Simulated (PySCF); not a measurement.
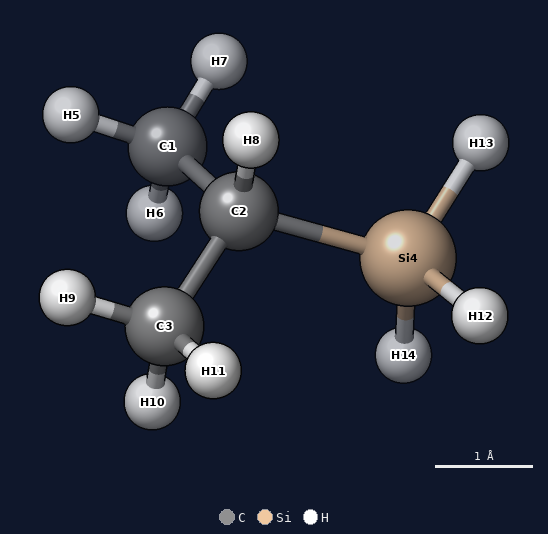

*The structure as given in the input (ball-and-stick view, seen at a tilt; atoms are numbered from 1 in the order of the input).*

Bond lengths as drawn: C–C 1.53 Å, C–H 1.10 to 1.11 Å, C–Si 1.90 Å and H–Si 1.50 Å.

# Run report: C₃H₁₀Si, NMR shielding calculation

- system: C₃H₁₀Si
- method: GIAO OPBE/pcSseg-2 NMR shielding, non-relativistic, gas phase (PySCF 2.14.0)

The geometry comes from this level: PBE0-D3(BJ)/def2-SVP. Figures and captions count atoms from 1; the log counts them from 0 in places.

**The input**
```
{"job": {"kind": "nmr", "xc": "OPBE", "basis": "pcSseg-2", "pop": false}, "charge": 0, "multiplicity": 1}
C     -0.318340     1.272637    -0.585524
C      0.030937     0.153570     0.395229
C     -0.843122    -1.081513     0.183605
Si     1.874389    -0.276932     0.309265
H     -1.380146     1.558655    -0.498081
H     -0.152324     0.956337    -1.628895
H      0.284313     2.178439    -0.414696
H     -0.135843     0.527020     1.423046
H     -1.913152    -0.828532     0.270590
H     -0.692392    -1.511770    -0.820491
H     -0.629102    -1.873297     0.918559
H      2.225238    -1.326897     1.316816
H      2.709030     0.936752     0.574529
H      2.217045    -0.797000    -1.053157
```

The first line tells a small driver script what to run in PySCF; the rest is the geometry in Å.

Launched with:
```bash
OMP_NUM_THREADS=1 python <driver script> task.json out
```

**What the program printed**
```
coarse grid: 11088 points
cycle   1  E = -409.7238438775  dE = -1.317e-01  |g| = 4.892e-01  |ddm| = 2.398e+00
cycle   2  E = -409.6074235916  dE =  1.164e-01  |g| = 8.086e-01  |ddm| = 1.022e+00
cycle   3  E = -409.7907621131  dE = -1.833e-01  |g| = 7.704e-02  |ddm| = 6.936e-01
cycle   4  E = -409.7921105297  dE = -1.348e-03  |g| = 3.403e-02  |ddm| = 8.464e-02
cycle   5  E = -409.7923686004  dE = -2.581e-04  |g| = 8.427e-03  |ddm| = 2.476e-02
cycle   6  E = -409.7923852496  dE = -1.665e-05  |g| = 1.682e-03  |ddm| = 8.328e-03
cycle   7  E = -409.7923860271  dE = -7.776e-07  |g| = 3.798e-04  |ddm| = 2.341e-03
final grid: 99272 points
cycle   8  E = -409.7905162878  dE = -2.475e-04  |g| = 1.229e-02  |ddm| = 8.159e-02
cycle   9  E = -409.7904632397  dE =  5.305e-05  |g| = 1.772e-02  |ddm| = 2.005e-02
cycle  10  E = -409.7905464943  dE = -8.325e-05  |g| = 2.418e-03  |ddm| = 1.406e-02
cycle  11  E = -409.7905476462  dE = -1.152e-06  |g| = 7.340e-04  |ddm| = 1.938e-03
cycle  12  E = -409.7905477728  dE = -1.266e-07  |g| = 1.333e-04  |ddm| = 5.107e-04
cycle  13  E = -409.7905477763  dE = -3.520e-09  |g| = 3.645e-05  |ddm| = 1.281e-04
cycle  14  E = -409.7905477767  dE = -3.786e-10  |g| = 4.680e-06  |ddm| = 4.596e-05
```

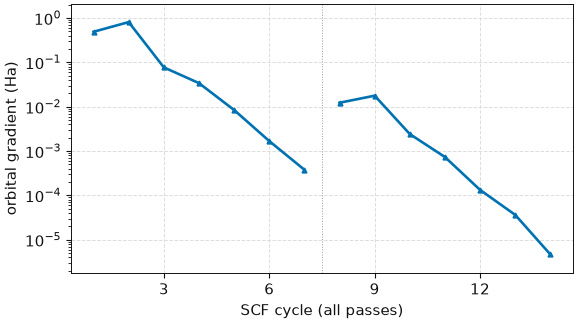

*Convergence of the self-consistent field: orbital gradient against the SCF cycle. The dotted line marks the change from a coarse to the final integration grid.*

The first 7 cycles use a coarse grid, the final grid takes over at cycle 8, and the field converges after 14 cycles in all.

```
converged SCF energy = -409.7905477767

GIAO shielding tensors (ppm)
atom      isotropic    diamagn.    paramagn.     s11        s22        s33       span
  0 C      162.787     245.886     -83.099    148.779    154.248    185.334     36.556
  1 C      169.850     242.723     -72.873    160.516    174.397    174.636     14.120
  2 C      162.911     245.933     -83.022    149.145    154.217    185.369     36.224
  3 Si     407.557     879.869    -472.312    374.104    375.654    472.913     98.808
  4 H       30.010      29.732       0.277     25.987     27.478     36.564     10.577
  5 H       30.364      30.895      -0.531     26.967     28.439     35.687      8.720
  6 H       29.898      29.564       0.334     25.342     27.922     36.429     11.088
  7 H       29.932      30.786      -0.853     26.272     27.619     35.906      9.634
  8 H       30.021      29.816       0.205     25.998     27.508     36.558     10.560
  9 H       30.366      30.961      -0.596     26.931     28.460     35.706      8.775
 10 H       29.898      29.654       0.244     25.361     27.872     36.461     11.100
 11 H       27.290      29.450      -2.160     24.237     25.371     32.262      8.026
 12 H       27.303      29.449      -2.146     24.245     25.407     32.258      8.013
 13 H       27.584      29.921      -2.337     25.094     25.863     31.795      6.700
```

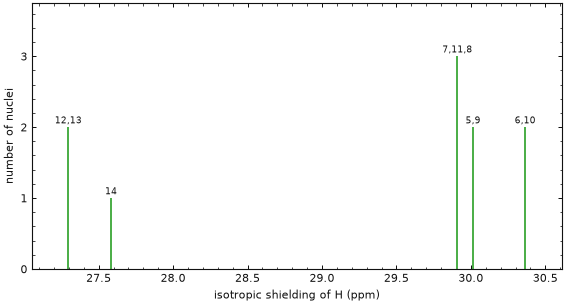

*Isotropic shieldings of the hydrogen nuclei in this fixed geometry, labelled by atom number; shielding grows to the right, so chemical shift grows to the left.*

The least shielded is H12 (27.3 ppm), the most shielded H10 (30.4 ppm).

**Summary**

- outcome: converged
- total energy: −409.790548 hartree
- HOMO: −6.85 eV
- LUMO: −0.17 eV
- dipole moment: 0.93 D
- isotropic shielding, C: 162.8 to 169.8 ppm
- isotropic shielding, Si: 407.6 ppm
- isotropic shielding, H: 27.3 to 30.4 ppm
- hardware: 1 CPU thread, shared host
- wall time: 44 s
- peak memory: 0.89 GiB
